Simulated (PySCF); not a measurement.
# C$_{4}$H$_{6}$F$_{3}$NSi: what the fields show

Input file:

```
{"job": {"kind": "nmr", "xc": "PBE0", "basis": "pcSseg-1"}, "charge": 0, "multiplicity": 1}
C     -1.840158    -0.429309    -1.632401
C     -0.850142    -1.040257    -0.999365
Si     0.610085    -0.171459    -0.202491
N      0.032877     1.274617     0.503939
C      0.246434     2.502995     0.429674
C      1.074379    -1.185690     1.391750
F      1.344771    -2.475627     1.091469
F      2.182777    -0.715750     2.004707
F      0.115299    -1.219675     2.332677
H     -2.654923    -0.970700    -2.087165
H     -1.881471     0.644357    -1.715589
H     -0.860729    -2.121976    -0.945859
H      1.826437    -0.225943    -1.022680
H      0.997281     2.966365    -0.212926
H     -0.347331     3.176042     1.042348
```

Launched as:

```sh
OMP_NUM_THREADS=1 python probes_run.py task.json out
```

Geometry: GFN2-xTB.

Computed with PySCF 2.14.0, PBE0/pcSseg-1, SCF density, gas phase, non-relativistic.

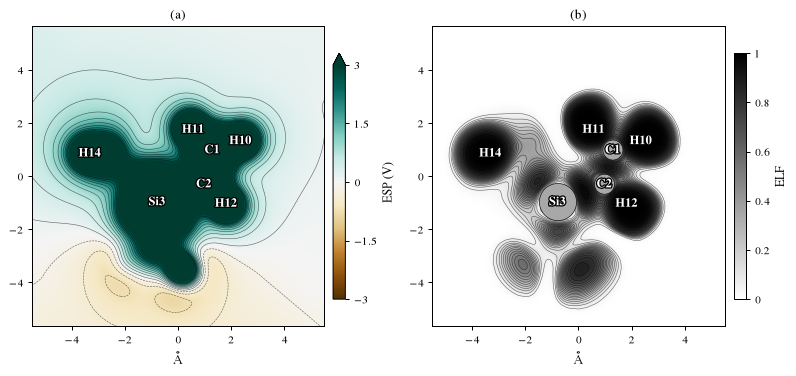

Figure 1. (a) electrostatic potential; (b) electron localisation function on the plane of atoms H10, C1 and H11. Grey discs cover the atomic cores in the ELF map.

### What do the fields say about this system?

The section cuts through C, Si and H sites. C–C (1.32 Å): the ELF peaks at about 0.90 between the atoms (a short, multiple covalent bond). C–Si (1.88 Å): the ELF peaks at about 0.95 between the atoms: a covalent bond. C–H (1.08 Å): the ELF climbs to about 1 towards the hydrogen, as it does in any bond to H: an ordinary covalent bond to hydrogen. The ELF also peaks beside F7, away from the bonds: lone-pair regions. Outside the dense part of the molecule the potential is most negative (−0.9 V) near F7, which lies off the plane.

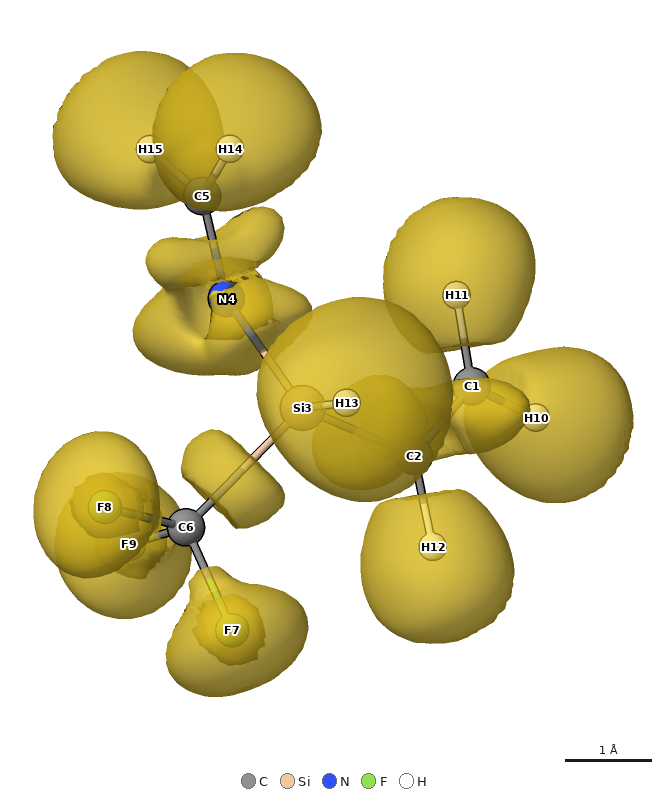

Figure 2. Isosurface of the ELF at 0.75 (yellow), seen at a tilt. Core shells and regions of very low density are left out.

### What do the ELF domains correspond to?

The ELF exceeds this value in one region between bonded C–C atoms (shared pairs), two regions between bonded C–Si atoms (shared pairs), six regions around hydrogen nuclei, three regions on F in which the atom's valence shell and bonds are merged and one region on N in which the atom's valence shell and bonds are merged. Along the contacts the grid gives the following. C–N (1.25 Å): the ELF peaks at about 0.90 between the atoms (a multiple bond).

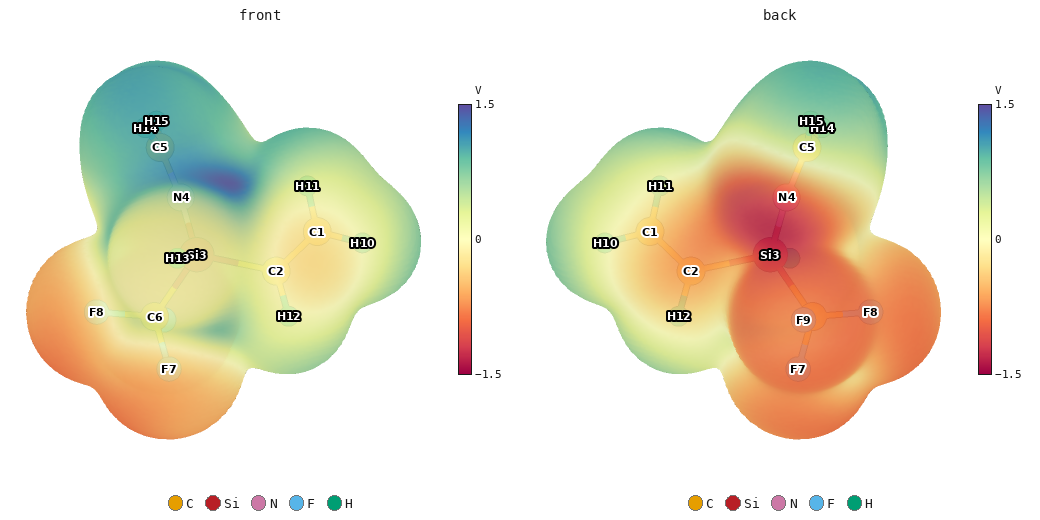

Figure 3. The electrostatic potential painted on the density surface at 0.001 e/bohr³, seen from the front and from behind; the colour scale runs from red (negative) to blue (positive).

### Describe the electrostatic potential map.

The most negative region (about −1.3 V, or −30 kcal/mol for a unit charge) lies over N4 and F9, the most positive (about +1.3 V, or +30 kcal/mol for a unit charge) over Si3.

### How polar is the molecule by this calculation?

Its dipole moment is 4.10 D.
